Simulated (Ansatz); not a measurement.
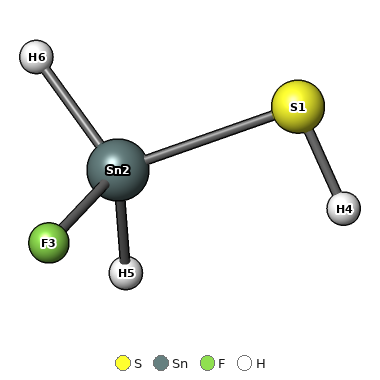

The system is FH₃SSn, SMILES [F][SnH2][SH]; the picture shows the reference structure. The first coordinate is: bond length S1–Sn2; the second: dihedral H4–S1–Sn2–F3. Nothing is relaxed (all other coordinates rigid). The grid has 15 × 15 points. Energies are in kJ/mol, from the relaxed molecule at the same level. All numbers below come from Ansatz 0.2.0, RKS PBE-D4/def2-TZVP.

Its coordinates:

```yaml
atoms:
  - { symbol: S, position_ang: [-1.2887, -1.4440, -0.0453] }
  - { symbol: Sn, position_ang: [0.4647, 0.1631, 0.3062] }
  - { symbol: F, position_ang: [-0.3269, 1.9403, 0.1614] }
  - { symbol: H, position_ang: [-1.2380, -1.3024, -1.3915] }
  - { symbol: H, position_ang: [1.6303, 0.1367, -0.9506] }
  - { symbol: H, position_ang: [1.0023, 0.0436, 1.9266] }
```

Range: bond length S1–Sn2 from 2.116 to 3.005 Å; dihedral H4–S1–Sn2–F3 from −180 to 156°.

### Predict the map.

The lowest grid point is at bond length S1–Sn2 = 2.433 Å, dihedral H4–S1–Sn2–F3 = 84°, 0.49 kJ/mol from the relaxed molecule at the same level. A higher local minimum lies near bond length S1–Sn2 = 2.433 Å, dihedral H4–S1–Sn2–F3 = −84° (0.6 kJ/mol above the lowest at that grid point). The highest grid point, bond length S1–Sn2 = 3.005 Å, dihedral H4–S1–Sn2–F3 = −180°, lies 102 kJ/mol above the lowest. On the interpolated surface the easiest way out of the lowest well to the well at about bond length S1–Sn2 = 2.40 Å, dihedral H4–S1–Sn2–F3 = −85° passes a barrier of about 7.4 kJ/mol, counted from the interpolated bottom of the well. Round the minimum the two coordinates are nearly uncoupled.

| dihedral H4–S1–Sn2–F3 ↓, bond length S1–Sn2 → | 2.116 | 2.179 | 2.243 | 2.306 | 2.370 | 2.433 | 2.497 | 2.561 | 2.624 | 2.688 | 2.751 | 2.815 | 2.878 | 2.942 | 3.005 |
| --- | --- | --- | --- | --- | --- | --- | --- | --- | --- | --- | --- | --- | --- | --- | --- |
| 156 | 86 | 53 | 30 | 17 | 10 | 9 | 12 | 18 | 27 | 37 | 49 | 62 | 75 | 88 | 102 |
| 132 | 81 | 48 | 26 | 13 | 7 | 6 | 9 | 16 | 25 | 35 | 47 | 60 | 73 | 87 | 100 |
| 108 | 75 | 43 | 21 | 9 | 3 | 2 | 6 | 13 | 22 | 33 | 45 | 58 | 72 | 85 | 99 |
| 84 | 72 | 40 | 19 | 6 | 1 | 0 | 4 | 11 | 21 | 32 | 44 | 57 | 71 | 85 | 98 |
| 60 | 73 | 41 | 20 | 7 | 2 | 1 | 5 | 12 | 21 | 32 | 44 | 57 | 71 | 85 | 99 |
| 36 | 78 | 46 | 24 | 11 | 5 | 4 | 8 | 14 | 23 | 34 | 46 | 59 | 72 | 86 | 99 |
| 12 | 83 | 50 | 28 | 15 | 8 | 7 | 10 | 16 | 25 | 35 | 47 | 60 | 73 | 86 | 100 |
| −12 | 84 | 51 | 28 | 15 | 9 | 7 | 10 | 17 | 25 | 36 | 47 | 60 | 73 | 87 | 100 |
| −36 | 80 | 47 | 25 | 12 | 6 | 5 | 9 | 15 | 24 | 35 | 46 | 59 | 72 | 86 | 100 |
| −60 | 75 | 43 | 21 | 9 | 3 | 2 | 6 | 13 | 22 | 33 | 45 | 58 | 71 | 85 | 99 |
| −84 | 73 | 41 | 19 | 7 | 1 | 1 | 5 | 12 | 21 | 32 | 44 | 58 | 71 | 85 | 99 |
| −108 | 75 | 43 | 21 | 9 | 3 | 2 | 6 | 13 | 22 | 33 | 45 | 58 | 72 | 86 | 99 |
| −132 | 80 | 47 | 25 | 12 | 6 | 5 | 9 | 15 | 24 | 35 | 47 | 60 | 73 | 87 | 100 |
| −156 | 85 | 52 | 30 | 16 | 10 | 9 | 12 | 18 | 27 | 37 | 49 | 62 | 75 | 88 | 102 |
| −180 | 88 | 55 | 32 | 18 | 12 | 10 | 13 | 19 | 28 | 38 | 50 | 62 | 75 | 89 | 102 |

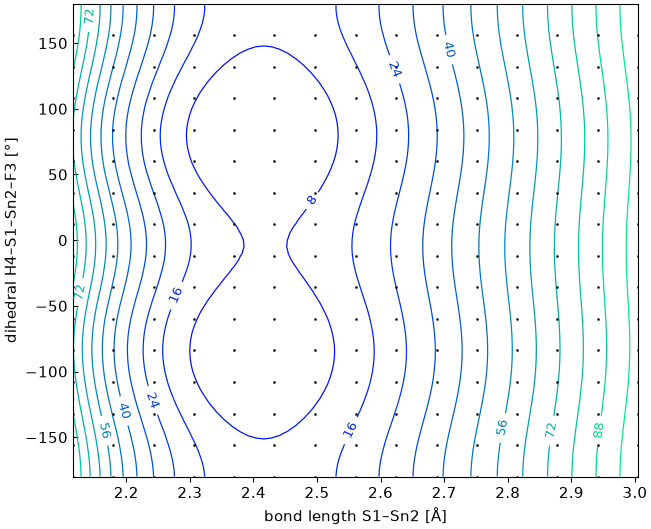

In the figure: contour lines labelled in kJ/mol, dots at the grid points. Between grid points the surface is interpolated.

Each point was launched as `ansatz run input.yaml --threads 1 --pin off --max-ram 2560MiB --backend cpu --events-out ev --progress --plain --runs-dir out`. The whole map (225 points run) took 14 min on 1 thread of Arm Neoverse V2, with other jobs on the host.
